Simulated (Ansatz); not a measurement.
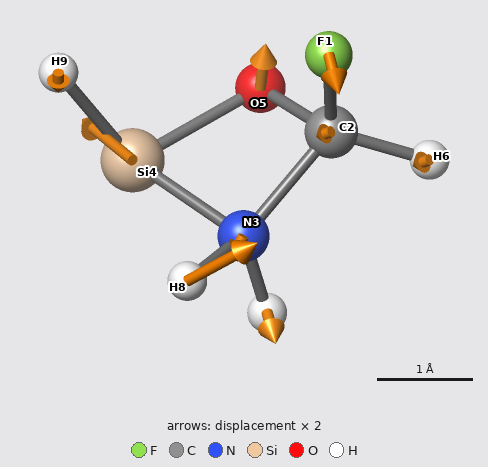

This is a relaxation of CH4FNOSi. The starting structure is drawn; orange arrows show the displacements, magnified 2 times. The two geometries are superimposed by the best rigid fit.

Style: ball-and-stick. Shown face on.

The run prepares an end point of a later path (hydrogen shift) calculation, from a guessed geometry.

These are results of RKS B3LYP-D4/def2-SVP (Ansatz), not measurements. (no spin polarisation; force threshold 0.02 eV/Å; at most 50 steps)

**What happened in the run?**

The atom that moves furthest after the best rigid fit is the Si atom (0.56 Å). By element the largest moves are Si 0.56 Å, H 0.49 Å, O 0.30 Å, F 0.25 Å, N 0.13 Å, C 0.11 Å. Among the contacts that change: N–Si 1.598 → 2.121 Å, O–Si 1.665 → 1.815 Å, C–O 1.466 → 1.331 Å, C–F 1.307 → 1.380 Å. Bond angles that change, for instance: C–N–H 142.6° → 111.6°, N–Si–H 111.7° → 87.4°, Si–N–H 97.5° → 120.9°. After 8 accepted moves (9 points after the start) the energy has fallen by 89.5 kcal/mol. Largest force component: 12 eV/Å at the start, 0.013 eV/Å at the end. The line search rejected the trial step at point 4 of the run. The run took 38 s on 2 threads of Intel(R) Xeon(R) Platinum 8488C (Sapphire Rapids), with other jobs on the host, peak memory 0.21 GiB.
